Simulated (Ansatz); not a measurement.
# SnTe2 (model cell, started as rutile): following an unstable mode, part 2 of 2

Wanted: the energy along a soft mode of SnTe2 (model cell, started as rutile) and the structure at the end.

Ansatz 0.2.0; DFT PBE, scalar-relativistic, plane waves, PAW.

So far, highest frequency on the path or at a solved wavevector (cm⁻¹): step 2 (phonons on a q mesh) 137. Also lowest frequency on the path (cm⁻¹): step 2 -63.9.

The structure was built from a prototype and need not be the compound's stable phase.

## 4. The mode frozen in, largest atomic shift 0.45 Å

The atoms are moved along the unstable eigenvector, the largest shift by 0.45 Å, with the cell fixed.

File input.yaml:

```yaml
crystal:
  lattice:
    - [0.0, 0.0, -4.4240602484]
    - [-7.0577214653, -7.0577214653, 0.0]
    - [-7.0577214653, 7.0577214653, 0.0]
  atoms:
    - { symbol: Sn, position: [0.0, 0.5284370742, 0.4994636909] }
    - { symbol: Sn, position: [0.0, 0.9715629258, 1.0005363091] }
    - { symbol: Sn, position: [0.5, 0.9994636909, 0.4715629258] }
    - { symbol: Sn, position: [0.5, 0.5005363091, 0.0284370742] }
    - { symbol: Te, position: [0.0, 0.200357894, 0.5450197133] }
    - { symbol: Te, position: [0.0, 0.6955034869, -0.0450197133] }
    - { symbol: Te, position: [0.0, 0.8044965131, 0.5450197133] }
    - { symbol: Te, position: [0.0, 0.299642106, -0.0450197133] }
    - { symbol: Te, position: [0.5, 0.0450197133, 0.1955034869] }
    - { symbol: Te, position: [0.5, 0.4549802867, 0.700357894] }
    - { symbol: Te, position: [0.5, 0.0450197133, 0.799642106] }
    - { symbol: Te, position: [0.5, 0.4549802867, 0.3044965131] }
kpoints:
  mp_grid: { grid: [8, 4, 4] }
hamiltonian:
  xc: pbe
scf:
  occupations: { method: methfessel_paxton, width: 0.2 }
output:
  forces: true
  stress: true
  eigenvalues: true
```

The run is started by

```bash
ansatz run input.yaml --threads 4 --pin off --max-ram 14336MiB --backend cpu --events-out ev --progress --plain --runs-dir out
```

Numbers of over 12 decimals in the logs are rounded to 6 here.

Log:

```text
[...]
Crystal: 12 atoms, lattice volume = 440.738 Å³
Basis set: ecut = 420 eV, 8627 PW (Γ), exchange–correlation on 60×144×144 points (8 copies of the dense FFT grid, shifted against one another)
Bands: 111, of which v1, the nominal top of the filled ones, is band 92 counted from 1 (91 counted from 0)
Symmetry: 8 space group operations
[...]
k-points: 30 of 128
[...]
k-point 0: bands = [... 88 lower, 6.3653, 6.4110, 6.4110, 6.5495, 6.7835, 7.4227, 7.4227, 7.4900, ... 15 higher]
  k-point 1: bands = [... 88 lower, 6.3804, 6.4402, 6.5638, 6.6219, 6.8086, 7.2947, 7.4845, 7.6425, ... 15 higher]
  k-point 2: bands = [... 88 lower, 6.4142, 6.4766, 6.5761, 6.7674, 6.8704, 7.1764, 7.5471, 7.7765, ... 15 higher]
  k-point 29: bands = [... 88 lower, 6.4150, 6.4150, 6.7976, 6.7976, 7.5418, 7.5418, 7.6300, 7.6300, ... 15 higher]
[key lines of the parts left out:]
SCF converged after 7 iterations
Free energy (F): -79935.945834 eV
Fermi energy:    6.973509 eV
P = ⅓ Tr σ = -0.5144 GPa (-5.144 kbar)
```

It took 18 s on 4 threads of Arm Neoverse V2, shared host; peak memory 1.9 GiB.

This step gave:

| Quantity | Value |
| --- | --- |
| pressure | -0.5144 GPa |
| energy from the undistorted cell | -40.89 meV/atom |

The energy, extrapolated to zero smearing, is -40.89 meV/atom against the undistorted cell.

The run ends at a pressure of -0.51 GPa, with forces up to 0.67 eV/Å.

## 5. Energy along the mode, all amplitudes (two of the runs are shown above)

An imaginary frequency means negative curvature, so the energy should fall and then rise again as anharmonic terms take over.

This step gave:

- depth at the lowest point sampled: 40.89 meV/atom
- largest atomic shift at that point: 0.45 Å

Energy from the parent against largest atomic shift:

| largest atomic shift (Å) | energy from the parent (meV/atom) |
| --- | --- |
| 0.000 | 0 |
| 0.040 | -1.25 |
| 0.080 | -4.74 |
| 0.140 | -12.9 |
| 0.220 | -25.8 |
| 0.320 | -39.2 |
| 0.450 | -40.9 |
| 0.600 | -10.8 |

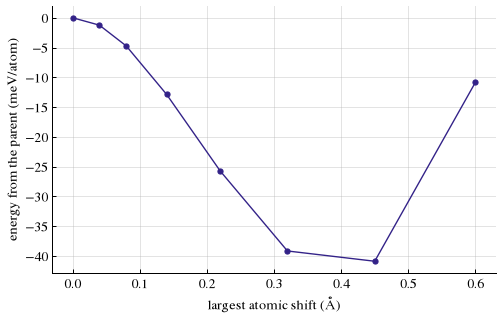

Energy from the parent against largest atomic shift.

Displacement at unit largest shift by atom:

| atom | x (Å) | y (Å) | z (Å) | size |
| --- | --- | --- | --- | --- |
| Sn1 | -0.438 | -0.454 | 0.000 | 0.631 |
| Sn2 | 0.438 | 0.454 | 0.000 | 0.631 |
| Sn3 | 0.454 | -0.438 | 0.000 | 0.631 |
| Sn4 | -0.454 | 0.438 | 0.000 | 0.631 |
| Te5 | -0.744 | 0.668 | 0.000 | 1.000 |
| Te6 | 0.744 | -0.668 | 0.000 | 1.000 |
| Te7 | -0.744 | 0.668 | 0.000 | 1.000 |
| Te8 | 0.744 | -0.668 | 0.000 | 1.000 |
| Te9 | -0.668 | -0.744 | 0.000 | 1.000 |
| Te10 | 0.668 | 0.744 | 0.000 | 1.000 |
| Te11 | -0.668 | -0.744 | 0.000 | 1.000 |
| Te12 | 0.668 | 0.744 | 0.000 | 1.000 |

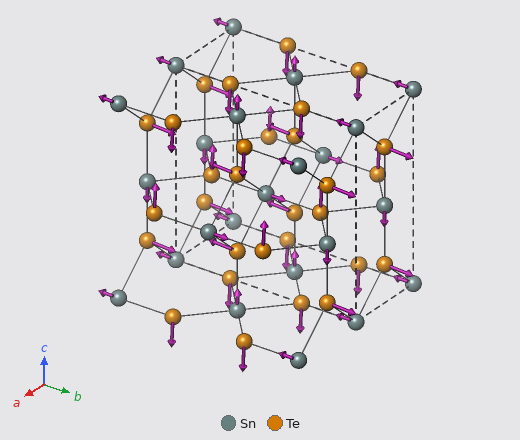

Displacement at unit largest shift as arrows, the longest 1.000 Å. 2×1×1 cells are drawn. Some periodic images of atoms are drawn too.

The lowest of the steps tried is at 0.45 Å, 40.9 meV/atom below the parent; the bottom of the well need not coincide with a step.

## 6. Relaxing from the distorted cell

Starting from the lowest point found, all atoms and the cell are let go, so that strain and other modes of the same symmetry can join in.

Changes to input.yaml since step 4:

```diff
@@ -28 +28,6 @@
   eigenvalues: true
+relax:
+  adjacent_minimum: "off"
+  f_tol: 0.002
+  max_steps: 120
+  cell: { stress_tol: 0.03 }
```

Log:

```text
[...]
Crystal: 12 atoms, lattice volume = 440.738 Å³
Basis set: ecut = 420 eV, 8627 PW (Γ), exchange–correlation on 60×144×144 points (8 copies of the dense FFT grid, shifted against one another)
Bands: 111, of which v1, the nominal top of the filled ones, is band 92 counted from 1 (91 counted from 0)
Symmetry: 8 space group operations
[...]
k-points: 30 of 128
[...]
SCF iter   1: F=—  HF=-79935.970356 eV  |F-HF|=—  |Δ(HF+E_count)|=         —  Δρ=3.18e-3  dr2=1.83e-1  ethr=1.77e-3  ⟨swp⟩=7.1  Hψ=13110  notcnv=0
[...]
SCF iter   7: F=-79935.945834 eV  HF=-79935.945834 eV  |F-HF|=1.41e-8  |Δ(HF+E_count)|=   2.16e-7  S|Δr|=    0.00e0  Δρ=3.20e-6  dr2=4.44e-8  ethr=5.43e-11  ⟨swp⟩=12.6  Hψ=17272  notcnv=0
SCF 1 converged in 7 iterations: F = -79935.945834 eV  dr2 = 4.44e-8
[...]
relax step   1: F+E_penalty+E_count = -79935.94583408 eV  Δ(F+E_penalty+E_count) = +0.000e0 eV  max|allowed force component| = 5.310e-1 eV/Å  Δτ_max = 0.0000 Å  P = -0.514 GPa  Ω = 440.738 Å³  (7 SCF iters, dr2 threshold 1.00e-7 eV, accepted)
Crystal: 12 atoms, lattice volume = 430.638 Å³
Basis set: ecut = 420 eV, 8435 PW (Γ), exchange–correlation on 60×144×144 points (8 copies of the dense FFT grid, shifted against one another)
[...]
SCF iter   6: F=-79936.173881 eV  HF=-79936.173881 eV  |F-HF|=2.77e-7  |Δ(HF+E_count)|=   3.24e-6  S|Δr|=    0.00e0  Δρ=1.34e-5  dr2=6.89e-7  ethr=6.52e-10  ⟨swp⟩=9.2  Hψ=15811  notcnv=0
SCF 2 converged in 6 iterations: F = -79936.173881 eV  dr2 = 6.89e-7
[...]
relax step   2: F+E_penalty+E_count = -79936.17388098 eV  Δ(F+E_penalty+E_count) = -2.280e-1 eV  max|allowed force component| = 2.015e-1 eV/Å  Δτ_max = 0.1733 Å  P = +0.406 GPa  Ω = 430.638 Å³  energy of the carried Pulay correction = +1.630e-3 eV  (6 SCF iters, dr2 threshold 1.20e-6 eV, accepted)
Crystal: 12 atoms, lattice volume = 436.635 Å³
Basis set: ecut = 420 eV, 8547 PW (Γ), exchange–correlation on 60×144×144 points (8 copies of the dense FFT grid, shifted against one another)
[...]
SCF iter   6: F=-79936.230293 eV  HF=-79936.230293 eV  |F-HF|=7.33e-8  |Δ(HF+E_count)|=   1.39e-7  S|Δr|=    0.00e0  Δρ=6.88e-6  dr2=2.06e-7  ethr=6.52e-10  ⟨swp⟩=8.9  Hψ=15415  notcnv=0
SCF 3 converged in 6 iterations: F = -79936.230293 eV  dr2 = 2.06e-7
relax step   3: F+E_penalty+E_count = -79936.23029280 eV  Δ(F+E_penalty+E_count) = -5.641e-2 eV  max|allowed force component| = 1.383e-1 eV/Å  Δτ_max = 0.0791 Å  P = +0.015 GPa  Ω = 436.635 Å³  energy of the carried Pulay correction = +6.576e-4 eV  (6 SCF iters, dr2 threshold 1.20e-6 eV, accepted)
[... from here on, the SCF cycles and remarks between the steps are left out ...]
relax step   4: F+E_penalty+E_count = -79936.34059329 eV  Δ(F+E_penalty+E_count) = -1.103e-1 eV  max|allowed force component| = 1.473e-1 eV/Å  Δτ_max = 0.1280 Å  P = +0.120 GPa  Ω = 441.770 Å³  energy of the carried Pulay correction = -1.646e-4 eV  (6 SCF iters, dr2 threshold 1.20e-6 eV, accepted)
relax step   5: F+E_penalty+E_count = -79936.46151571 eV  Δ(F+E_penalty+E_count) = -1.209e-1 eV  max|allowed force component| = 1.962e-1 eV/Å  Δτ_max = 0.1950 Å  P = +0.432 GPa  Ω = 448.354 Å³  energy of the carried Pulay correction = -1.205e-3 eV  (6 SCF iters, dr2 threshold 1.20e-6 eV, accepted)
relax step   6: F+E_penalty+E_count = -79936.52498286 eV  Δ(F+E_penalty+E_count) = -6.347e-2 eV  max|allowed force component| = 1.991e-1 eV/Å  Δτ_max = 0.1521 Å  P = -0.298 GPa  Ω = 464.496 Å³  energy of the carried Pulay correction = -3.691e-3 eV  (7 SCF iters, dr2 threshold 1.20e-6 eV, accepted)
relax step   7: F+E_penalty+E_count = -79936.35500947 eV  Δ(F+E_penalty+E_count) = +1.700e-1 eV  max|allowed force component| = 2.473e-1 eV/Å  Δτ_max = 0.1905 Å  P = +1.091 GPa  Ω = 446.010 Å³  energy of the carried Pulay correction = -8.362e-4 eV  (6 SCF iters, dr2 threshold 1.20e-6 eV, rejected (line search))
relax step   8: F+E_penalty+E_count = -79936.55157243 eV  Δ(F+E_penalty+E_count) = -2.659e-2 eV  max|allowed force component| = 1.020e-1 eV/Å  Δτ_max = 0.0917 Å  P = -0.033 GPa  Ω = 464.842 Å³  energy of the carried Pulay correction = -3.744e-3 eV  (11 SCF iters, accepted)
relax step   9: F+E_penalty+E_count = -79936.56267233 eV  Δ(F+E_penalty+E_count) = -1.110e-2 eV  max|allowed force component| = 1.921e-2 eV/Å  Δτ_max = 0.0488 Å  P = -0.049 GPa  Ω = 467.426 Å³  energy of the carried Pulay correction = -4.133e-3 eV  (6 SCF iters, dr2 threshold 6.50e-7 eV, accepted)
relax step  10: F+E_penalty+E_count = -79936.56755419 eV  Δ(F+E_penalty+E_count) = -4.882e-3 eV  max|allowed force component| = 5.468e-2 eV/Å  Δτ_max = 0.1022 Å  P = +0.286 GPa  Ω = 465.263 Å³  energy of the carried Pulay correction = -3.807e-3 eV  (8 SCF iters, dr2 threshold 2.31e-8 eV, accepted)
relax step  11: F+E_penalty+E_count = -79936.57265150 eV  Δ(F+E_penalty+E_count) = -5.097e-3 eV  max|allowed force component| = 3.156e-2 eV/Å  Δτ_max = 0.0364 Å  P = +0.088 GPa  Ω = 468.101 Å³  energy of the carried Pulay correction = -4.235e-3 eV  (6 SCF iters, dr2 threshold 2.90e-7 eV, accepted)
relax step  12: F+E_penalty+E_count = -79936.57424669 eV  Δ(F+E_penalty+E_count) = -1.595e-3 eV  max|allowed force component| = 1.104e-2 eV/Å  Δτ_max = 0.0230 Å  P = -0.020 GPa  Ω = 469.757 Å³  energy of the carried Pulay correction = -4.483e-3 eV  (6 SCF iters, dr2 threshold 6.23e-8 eV, accepted)
relax step  13: F+E_penalty+E_count = -79936.57487757 eV  Δ(F+E_penalty+E_count) = -6.309e-4 eV  max|allowed force component| = 8.839e-3 eV/Å  Δτ_max = 0.0270 Å  P = +0.012 GPa  Ω = 469.611 Å³  energy of the carried Pulay correction = -4.461e-3 eV  (7 SCF iters, dr2 threshold 7.62e-9 eV, accepted)
relax step  14: F+E_penalty+E_count = -79936.57532907 eV  Δ(F+E_penalty+E_count) = -4.515e-4 eV  max|allowed force component| = 4.142e-3 eV/Å  Δτ_max = 0.0364 Å  P = -0.009 GPa  Ω = 469.993 Å³  energy of the carried Pulay correction = -4.518e-3 eV  (7 SCF iters, dr2 threshold 4.88e-9 eV, accepted)
relax step  15: F+E_penalty+E_count = -79936.57532494 eV  Δ(F+E_penalty+E_count) = +4.121e-6 eV  max|allowed force component| = 2.923e-3 eV/Å  Δτ_max = 0.0070 Å  P = -0.008 GPa  Ω = 470.263 Å³  energy of the carried Pulay correction = -4.558e-3 eV  (6 SCF iters, dr2 threshold 1.07e-9 eV, accepted)
relax step  16: F+E_penalty+E_count = -79936.57534719 eV  Δ(F+E_penalty+E_count) = -2.225e-5 eV  max|allowed force component| = 1.722e-3 eV/Å  Δτ_max = 0.0037 Å  P = +0.004 GPa  Ω = 470.174 Å³  energy of the carried Pulay correction = -4.545e-3 eV  (6 SCF iters, dr2 threshold 5.34e-10 eV, accepted)
[...]
SCF iter   8: F=-79936.579749 eV  HF=-79936.579749 eV  |F-HF|=1.46e-11  |Δ(HF+E_count)|=  1.60e-10  S|Δr|=    0.00e0  Δρ=2.56e-8  dr2=3.99e-12  ethr=1.00e-12  ⟨swp⟩=6.2  Hψ=11712  notcnv=0
SCF 17 converged in 8 iterations: F = -79936.579749 eV  dr2 = 3.99e-12
relax step  17: F+E_penalty+E_count = -79936.57974922 eV  Δ(F+E_penalty+E_count) = -4.402e-3 eV  max|allowed force component| = 1.820e-3 eV/Å  Δτ_max = 0.0000 Å  P = +0.000 GPa  Ω = 470.174 Å³  stress off target by 3.37e-3 GPa  SCF on the basis re-selected at this cell (its energy is not comparable with the rows above)  (8 SCF iters)
basis re-selected at this cell: Δ(F+E_penalty+E_count) = -4.402e-3 eV, ΔP = -0.003 GPa vs the last step (what re-selecting the basis moved, of the pressure what is left beyond the Pulay correction that the steps carried, after the strain that the cell walked since its last selection, with what the two solves' SCF thresholds leave and, on support functions, any second-order correction that the steps lacked; it is no m [...]
SCF converged after 8 iterations
[...]
Free energy (F): -79936.579749 eV
[...]
Internal energy: -79936.580432 eV  (E = F + TS)
E sigma→0 (E₀):  -79936.579920 eV
Entropy (-TS):   0.000683 eV (0.057 meV/atom)
Fermi energy:    6.439904 eV
[...]
--- Forces (eV/Å), atoms counted from 1 ---
  atom   1  Sn     0.00052265     0.00182002     0.00000000
  atom   2  Sn    -0.00052265    -0.00182002    -0.00000000
  atom   3  Sn    -0.00182002     0.00052265    -0.00000000
  atom   4  Sn     0.00182002    -0.00052265     0.00000000
  atom   5  Te     0.00014216    -0.00007792     0.00000000
  atom   6  Te     0.00024301     0.00049110     0.00000000
  atom   7  Te    -0.00024301    -0.00049110    -0.00000000
  atom   8  Te    -0.00014216     0.00007792    -0.00000000
  atom   9  Te     0.00049110    -0.00024301    -0.00000000
  atom  10  Te    -0.00007792    -0.00014216    -0.00000000
  atom  11  Te     0.00007792     0.00014216     0.00000000
  atom  12  Te    -0.00049110     0.00024301     0.00000000
  max |Σ_I F_I| component: 5.85e-18 eV/Å
--- Stress (GPa, compression-positive) ---
        0.001965       0.000000       0.000000
       -0.000000       0.001965       0.000000
        0.000000       0.000000      -0.003370
  P = ⅓ Tr σ = 0.0002 GPa (0.002 kbar)
--- Band table (eV; the first three rows and the last of 30) ---
  k-point 0: bands = [... 88 lower, 5.5728, 5.7585, 5.7585, 6.0203, 6.5086, 6.5086, 6.9044, 7.1001, ... 15 higher]
  k-point 1: bands = [... 88 lower, 5.7102, 5.7435, 5.7574, 6.1660, 6.4707, 6.5967, 6.9144, 7.1529, ... 15 higher]
  k-point 2: bands = [... 88 lower, 5.7247, 5.7455, 5.7576, 6.2918, 6.4347, 6.7012, 6.9063, 7.2116, ... 15 higher]
  k-point 29: bands = [... 88 lower, 5.5269, 5.5269, 5.8735, 5.8735, 6.8379, 6.8379, 6.8834, 6.8834, ... 15 higher]
--- Relaxed structure (16 steps of the walk, 15 accepted, 1 SCFs on fresh bases) ---
  F+E_penalty+E_count = -79936.57974922 eV   max|allowed force component| = 1.820e-3 eV/Å   (the final SCF, on the basis selected at the relaxed cell)
  cell:  # Å, volume = 470.1745 Å³
    - [0, 0, -4.276154]
    - [-7.414602, -7.414602, 0]
    - [-7.414602, 7.414602, 0]
  atoms:
    - { symbol: Sn, position: [0, 0.525317, 0.482002] }
    - { symbol: Sn, position: [0, 0.974683, 1.017998] }
    - { symbol: Sn, position: [0.500000, 0.982002, 0.474683] }
    - { symbol: Sn, position: [0.500000, 0.517998, 0.025317] }
    - { symbol: Te, position: [0, 0.136575, 0.595911] }
    - { symbol: Te, position: [0, 0.707489, -0.045290] }
    - { symbol: Te, position: [0, 0.792511, 0.545290] }
    - { symbol: Te, position: [0, 0.363425, -0.095911] }
    - { symbol: Te, position: [0.500000, 0.045290, 0.207489] }
    - { symbol: Te, position: [0.500000, 0.404089, 0.636575] }
    - { symbol: Te, position: [0.500000, 0.095911, 0.863425] }
    - { symbol: Te, position: [0.500000, 0.454710, 0.292511] }
```

The job ended after 7.2 min (4 threads; peak memory 2.1 GiB).

Step by step:

| step | energy less that of the first step (eV) | largest force component (eV/Å) | pressure (GPa) | volume (Å³) |
| --- | --- | --- | --- | --- |
| 1 | 0.0000 | 0.5310 | -0.51 | 440.74 |
| 2 | -0.2280 | 0.2015 | 0.41 | 430.64 |
| 3 | -0.2845 | 0.1383 | 0.02 | 436.63 |
| 4 | -0.3948 | 0.1473 | 0.12 | 441.77 |
| 5 | -0.5157 | 0.1962 | 0.43 | 448.35 |
| 6 | -0.5791 | 0.1991 | -0.30 | 464.50 |
| 7 | -0.4092 | 0.2473 | 1.09 | 446.01 |
| 8 | -0.6057 | 0.1020 | -0.03 | 464.84 |
| 9 | -0.6168 | 0.0192 | -0.05 | 467.43 |
| 10 | -0.6217 | 0.0547 | 0.29 | 465.26 |
| 11 | -0.6268 | 0.0316 | 0.09 | 468.10 |
| 12 | -0.6284 | 0.0110 | -0.02 | 469.76 |
| 13 | -0.6290 | 0.0088 | 0.01 | 469.61 |
| 14 | -0.6295 | 0.0041 | -0.01 | 469.99 |
| 15 | -0.6295 | 0.0029 | -0.01 | 470.26 |
| 16 | -0.6295 | 0.0017 | 0.00 | 470.17 |
| 17* | -0.6339 | 0.0018 | 0.00 | 470.17 |

Relaxation steps marked * repeat the geometry before them on a plane-wave basis chosen anew for their cell, so energy and pressure can jump there. Relaxation step 7 was tried and not accepted.

The run keeps the 8 symmetry operations that it works with, so distortions that break them were not tested.

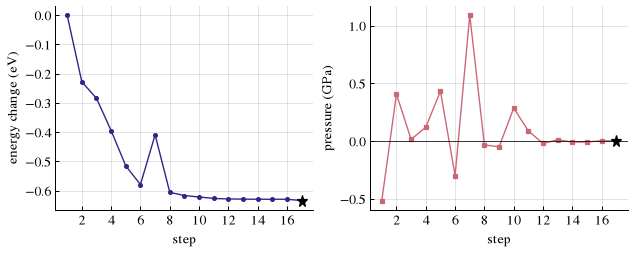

Energy and pressure along the relaxation. Stars mark steps on a basis chosen anew.

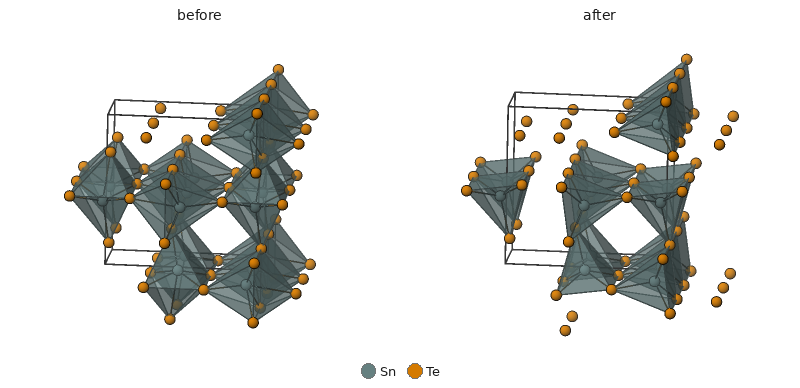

Before and after, at one scale. Bonds to atoms that aren't drawn are left out.

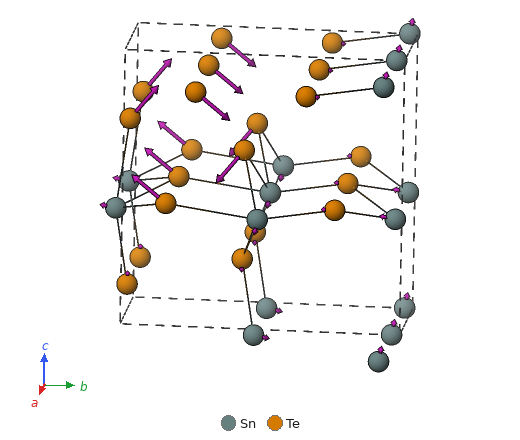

Displacements in the relaxation, exaggerated, measured against the changing cell; the longest in the cell stands for 0.86 Å. Bonds to atoms that aren't drawn are left out. 2×1×1 cells are drawn. Some periodic images of atoms are drawn too.

| cell as run | before | after | change |
| --- | --- | --- | --- |
| a (Å) | 4.424 | 4.276 | -3.3 % |
| b (Å) | 9.981 | 10.486 | +5.1 % |
| c (Å) | 9.981 | 10.486 | +5.1 % |
| volume (Å³/atom) | 36.73 | 39.18 | +6.7 % |

The atoms that moved most (Å, as changes of fractional coordinates times the final cell):

| atom | dx | dy | dz | length |
| --- | --- | --- | --- | --- |
| Te10 | 0.850 | -0.096 | 0.000 | 0.856 |
| Te8 | -0.096 | -0.850 | 0.000 | 0.856 |
| Te5 | 0.096 | 0.850 | 0.000 | 0.856 |
| Te11 | -0.850 | 0.096 | 0.000 | 0.856 |
| Sn2 | -0.153 | 0.106 | 0.000 | 0.186 |
| Sn4 | -0.106 | -0.153 | 0.000 | 0.186 |
| Sn1 | 0.153 | -0.106 | 0.000 | 0.186 |
| Sn3 | 0.106 | 0.153 | 0.000 | 0.186 |

The relaxed structure:

```xyz
12
Lattice="0.0000 0.0000 -4.2762 -7.4146 -7.4146 0.0000 -7.4146 7.4146 0.0000" Properties=species:S:1:pos:R:3 pbc="T T T"
Sn   -7.4689   -0.3212    0.0000
Sn  -14.7749    0.3212    0.0000
Sn  -10.8007   -3.7616   -2.1381
Sn   -4.0285   -3.6530   -2.1381
Te   -5.4311    3.4058    0.0000
Te   -4.9099   -5.5816    0.0000
Te   -9.9193   -1.8330    0.0000
Te   -1.9835   -3.4058    0.0000
Te   -1.8743    1.2026   -2.1381
Te   -7.7161    1.7238   -2.1381
Te   -7.1131    5.6908   -2.1381
Te   -5.5403   -1.2026   -2.1381
```

This step gave:

```
pressure        : 1.87e-4 GPa
volume per atom : 39.18 Å³
```

The distorted start has space group P4_2/m; the relaxation ends in P4_2/m.

## 7. Summary of results

```yaml
unstable_mode_of_the_parent: q = (-0.5, -0.5, 0), 64i cm⁻¹
depth_at_the_lowest_point_sampled: 40.9 meV/atom
largest_atomic_shift_at_that_point: 0.45 Å
space_group_reached_within_0p01_a: P4_2/m
energy_gained_over_the_parent_first_relaxation_on_the_mesh_of_the_frozen_mode: 93.3 meV/atom
volume_per_atom_phase_reached: 39.2 Å³
```

**Reading.** Along this mode the structure falls into P4_2/m, 93.3 meV/atom below the parent. At the parent's cell the well is 40.89 meV/atom deep on the steps tried, with its lowest point at a shift of 0.45 Å. Relaxing atoms and cell changes the gain by +52.43 meV/atom against the lowest step (energies at zero smearing). The modes of the phase reached were not computed on this path. Of the 2 patterns followed to their end from this parent, this one ends 23.3 meV/atom above the lowest, Pmma. Each path keeps the symmetry of its pattern, so a lower phase may lie along a pattern not tried. The q mesh stands for a supercell only 8.8 Å across, so branches between the solved wavevectors are rough. With no gap, or one that is small against the smearing, the frequencies hang on the k mesh and the smearing, most of all near Kohn anomalies. A semilocal functional can close a gap that the real compound would have, so the metallic treatment may be an artefact of the level. Spin-orbit coupling is left out, which can matter for the heavy elements here. A phonon run warned that its eigensolver left some bands unconverged in a pass. The starting cell was built on a prototype and not taken from a measurement, so the phase need not exist.

[Logs are printed without paths, hosts, clocks, repeated set-up lines and the standing remarks that a program may print on its own settings, such as how far it seeks lower states.]

[Hosts, paths, dates, database ids (printed as entryN), source tags and the programs' standing remarks are cut or masked in the printed files.]
